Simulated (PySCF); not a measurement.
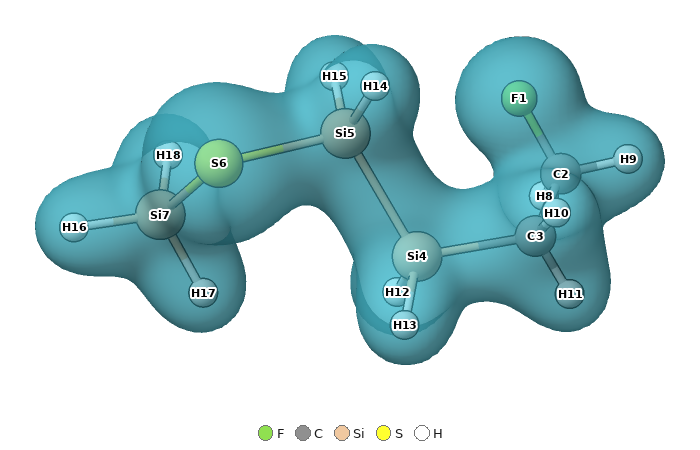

Figure 1: C₂H₁₁FSSi₃ (SMILES FCC[SiH2][SiH2]S[SiH3]). Isosurface of the electron density at 0.2 e/Å³ (cyan), seen across its widest extent.

Geometry: GFN2-xTB.

Level of theory: CAM-B3LYP/def2-SVPD, SCF density, gas phase in PySCF 2.14.0.

```yaml
atoms:
  - { symbol: F, position_ang: [-1.9526, 1.3568, 0.9596] }
  - { symbol: C, position_ang: [-2.6281, 0.1579, 0.8420] }
  - { symbol: C, position_ang: [-2.3603, -0.4715, -0.5085] }
  - { symbol: Si, position_ang: [-0.4959, -0.7722, -0.8140] }
  - { symbol: Si, position_ang: [0.6506, 1.2414, -0.7996] }
  - { symbol: S, position_ang: [2.5779, 0.9852, -1.7684] }
  - { symbol: Si, position_ang: [3.6548, -0.3100, -0.4613] }
  - { symbol: H, position_ang: [-2.2697, -0.4767, 1.6585] }
  - { symbol: H, position_ang: [-3.6879, 0.3897, 0.9944] }
  - { symbol: H, position_ang: [-2.7718, 0.1729, -1.2857] }
  - { symbol: H, position_ang: [-2.9103, -1.4102, -0.5489] }
  - { symbol: H, position_ang: [-0.0660, -1.7077, 0.2440] }
  - { symbol: H, position_ang: [-0.4229, -1.5262, -2.0741] }
  - { symbol: H, position_ang: [0.0866, 2.3063, -1.6225] }
  - { symbol: H, position_ang: [0.9671, 1.7785, 0.5233] }
  - { symbol: H, position_ang: [4.9779, -0.3789, -1.0527] }
  - { symbol: H, position_ang: [2.9714, -1.5998, -0.4389] }
  - { symbol: H, position_ang: [3.6704, 0.2709, 0.8766] }
```

Question: What does this surface tell about the bonding?

Answer: At this value the surface is in one piece. It bridges the sampled C–F (1.38 Å), C–C (1.51 Å), C–Si (1.91 Å) and Si–S (2.13 Å) contacts, where the density stays above the isovalue. On the grid the lowest density along these lines, outside the cores, is 1.5 e/Å³ (C–F, 1.38 Å), 1.7 e/Å³ (C–C, 1.51 Å), 0.74 e/Å³ (C–Si, 1.91 Å) and 0.63 e/Å³ (Si–S, 2.13 Å).
